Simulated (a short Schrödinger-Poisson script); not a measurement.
Stack: gated Al0.3Ga0.7N/GaN polarisation-induced gas, at 300 K.

| layer | material | thickness (nm) | Na (cm⁻³) |
|---|---|---|---|
| 1 | Al0.3Ga0.7N | 15 | - |
| 2 | GaN | 6000 | 1e14 |

Constants are typed, rounded textbook-type inputs, not results; the design itself was drawn at random and stands for no fabricated device. Al0.3Ga0.7N: permittivity 9.32, conduction-band edge (eV) 0.414, gap (eV) 4.021, electron mass (mₑ) 0.236, Nv at 300 K (cm⁻³) 4.6e19. GaN: permittivity 9.5, conduction-band edge (eV) 0, gap (eV) 3.43, Nv at 300 K (cm⁻³) 4.6e19.

Channel valleys (confinement mass, in-plane density-of-states mass, number): Γ 0.2, 0.2, 1. At the gate the conduction-band edge of layer 1 lies 1.23 eV − eVg above the Fermi level of the channel; the field vanishes at the back. Sheet of polarisation charge: +1.5e13 e/cm² at 15 nm from the gate. The barrier under the gate holds no holes. Gaps are held at their typed values at every temperature. Mesh 0.08 nm at interfaces.

Solved with a short Schrödinger-Poisson script written for these runs: 1D Poisson equation in equilibrium, electrons quantum, Hartree (BenDaniel-Duke, 40 states a valley, the channel's in-plane mass for all, wave functions free to enter the barrier), parabolic valleys, classical holes, full ionisation, no traps, pinning or gate leakage.

Only gate voltages with over 1e8 electrons/cm² are shown.

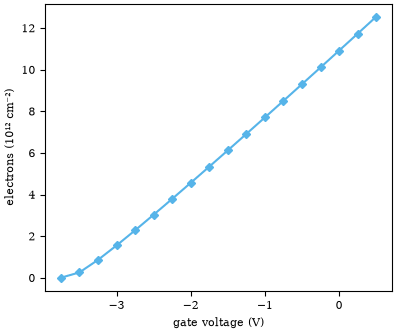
Figure: Sheet density against gate voltage

| Vg (V) | electrons (cm⁻²) | in the channel layer | C (μF/cm²) | Γ E0 (meV) | Γ E1 (meV) |
|---|---|---|---|---|---|
| 0.5 | 1.25e13 | 1.13e13 | 0.525 | -128.3 | 5.2 |
| 0 | 1.09e13 | 1.00e13 | 0.519 | -111.8 | 11.4 |
| -0.5 | 9.30e12 | 8.70e12 | 0.514 | -94.9 | 17.5 |
| -1 | 7.70e12 | 7.31e12 | 0.510 | -77.5 | 23.6 |
| -1.5 | 6.12e12 | 5.88e12 | 0.504 | -59.5 | 30.1 |
| -2 | 4.56e12 | 4.43e12 | 0.497 | -40.3 | 37.1 |
| -2.5 | 3.03e12 | 2.97e12 | 0.484 | -18.5 | 45.4 |
| -3 | 1.55e12 | 1.54e12 | 0.458 | 10.2 | 58.1 |
| -3.5 | 2.56e11 | 2.55e11 | 0.324 | 74.8 | 97.9 |

Subbands count from the Fermi level.
